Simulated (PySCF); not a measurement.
Vertical excitations of a molecule C2H9BO2Si from TDA-PBE/def2-SVPD in PySCF, as energy in eV (oscillator strength): 6.46 (0.006), 6.81 (0.001), 6.90 (0.010), 7.08 (0.026), 7.11 (0.013), 7.31 (0.060). Lowest triplet (TDA): 6.31 eV. Coordinates come from a B3LYP-D3(BJ)/def2-SVP optimisation. Other conformers were not sampled.

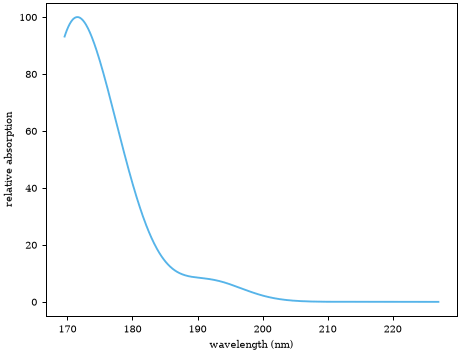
The lines broadened by 0.4 eV.

Task: Identify the compound among the candidates.
(A) C[SiH2]CB(O)O
(B) COB([SiH3])OC
(C) COB(C)O[SiH3]
(D) C[SiH](C)B(O)O

Result: A, C[SiH2]CB(O)O
